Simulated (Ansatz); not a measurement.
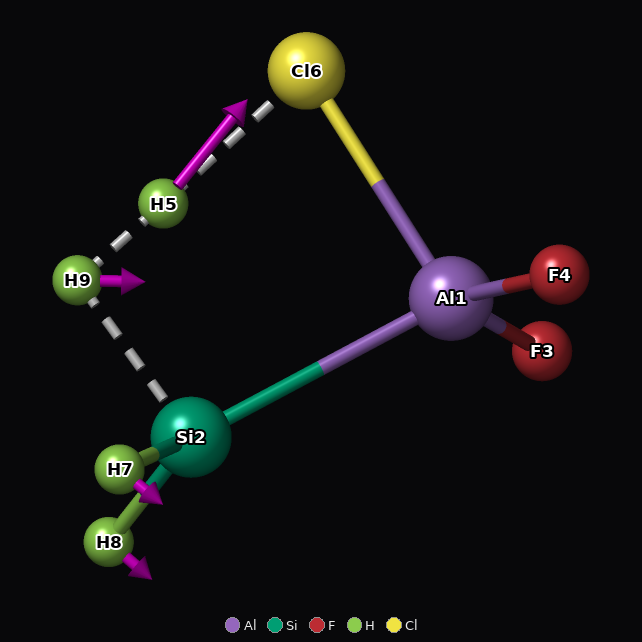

The arrows show one normal mode. Broken sticks mark bonds that form or break. Harmonic vibrations computed with RKS PBE0-D4/def2-TZVP (Ansatz 0.2.0) at a stationary point of the same level. It is a saddle point of order 1.

> At what wavenumber does it lie?

510i cm⁻¹; it is mode 1 of 21 counted from the lowest. It is the reaction coordinate: H5–H9 forms (0.97 Å), Si2–H9 breaks (1.64 Å), H5–Cl6 breaks (1.65 Å), or the reverse.
